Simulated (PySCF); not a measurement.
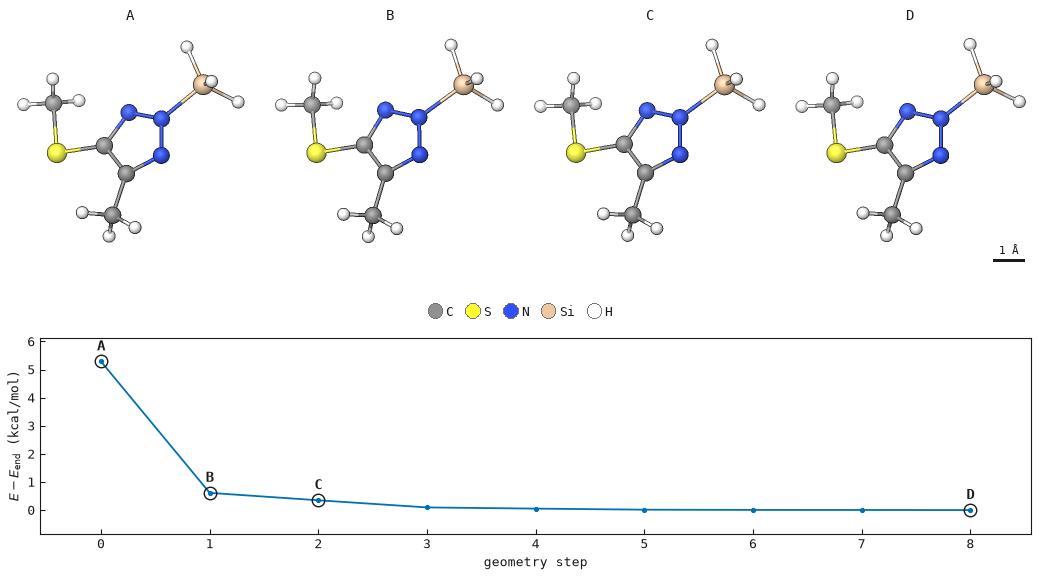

Frames of a relaxation of C₄H₉N₃SSi, marked on the history of the run. A ball-and-stick model, seen at a tilt.

The start comes from GFN2-xTB. Its atoms were then displaced at random by about 0.01 Å.

All numbers below come from PBE0-D3(BJ)/def2-SVP geometry optimisation, gas phase in PySCF 2.14.0, density-fitted response routines. 

**Describe the path.**

The energy falls by 5.29 kcal/mol in 8 geometry steps. The atom that moves furthest after the best rigid fit is an H atom (0.16 Å). Largest moves by element: H 0.16 Å, C 0.09 Å, N 0.06 Å, Si 0.04 Å, S 0.02 Å. Among the contacts that change: N–N 1.295 → 1.335 Å, N–Si 1.748 → 1.787 Å, H–Si 1.452 → 1.486 Å, C–H 1.065 → 1.098 Å. Among the angles between lasting bonds that change: H–C–H 113.1° → 109.2°, N–Si–H 102.5° → 106.0°, N–C–C 105.5° → 108.8°. From step 0 to 1: an H atom moves most (0.20 Å), energy −4.68 kcal/mol. From step 1 to 2: an N atom moves most (0.07 Å), energy −0.26 kcal/mol. From step 2 to 8: an H atom moves most (0.12 Å), energy −0.35 kcal/mol.

```json
{"step": "0", "E − E(0), kcal/mol": "0.00"}
{"step": "1", "E − E(0), kcal/mol": "-4.68"}
{"step": "2", "E − E(0), kcal/mol": "-4.94"}
{"step": "3", "E − E(0), kcal/mol": "-5.19"}
{"step": "4", "E − E(0), kcal/mol": "-5.24"}
{"step": "5", "E − E(0), kcal/mol": "-5.27"}
{"step": "6", "E − E(0), kcal/mol": "-5.28"}
{"step": "7", "E − E(0), kcal/mol": "-5.28"}
{"step": "8", "E − E(0), kcal/mol": "-5.29"}
```
